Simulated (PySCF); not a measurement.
Reaction (SMILES): OO (H2O2) → [O-]O + H+
B3LYP-D3(BJ)/def2-TZVP geometries, fixed; electronic energies without zero-point terms.
Largest species:
```
O
H 1 0.9680
O 1 1.4504 2 100.54
H 3 0.9680 1 100.54 2 115.91
```

Basis-set convergence of the deprotonation energy at HF with PySCF. All functions are spherical. Density fitting with generated auxiliary sets. In sets without p functions on hydrogen, species with hydrogen take exact integrals. No added dispersion term, no relativity. Functions are those of the species that has most. Reference: the value in aug-cc-pVQZ, 390.41 kcal/mol, itself unsure by roughly 0.05 kcal/mol (its distance from def2-QZVPPD). Deviations are taken from unrounded values.

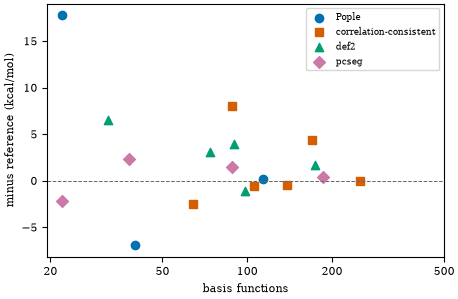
Figure: Deviation from the reference against the number of basis functions, by family of sets.

| basis | functions | deprotonation energy (kcal/mol) | minus reference (kcal/mol) |
|---|---|---|---|
| 3-21G | 22 | 408.19 | 17.77 |
| pcseg-0 | 22 | 388.26 | -2.15 |
| def2-SV(P) | 32 | 396.94 | 6.52 |
| pcseg-1 | 38 | 392.79 | 2.38 |
| 6-31+G* | 40 | 383.48 | -6.94 |
| aug-cc-pVDZ | 64 | 387.87 | -2.54 |
| def2-TZVP | 74 | 393.53 | 3.12 |
| cc-pVTZ | 88 | 398.46 | 8.05 |
| pcseg-2 | 88 | 391.92 | 1.51 |
| def2-TZVPP | 90 | 394.39 | 3.97 |
| def2-TZVPD | 98 | 389.35 | -1.07 |
| jun-cc-pV(T+d)Z | 106 | 389.89 | -0.52 |
| 6-311++G(3df,3pd) | 114 | 390.56 | 0.15 |
| aug-cc-pVTZ | 138 | 389.93 | -0.48 |
| cc-pVQZ | 170 | 394.73 | 4.32 |
| def2-QZVPP | 174 | 392.07 | 1.65 |
| pcseg-3 | 186 | 390.80 | 0.38 |
| aug-cc-pVQZ | 252 | 390.41 | 0.00 |
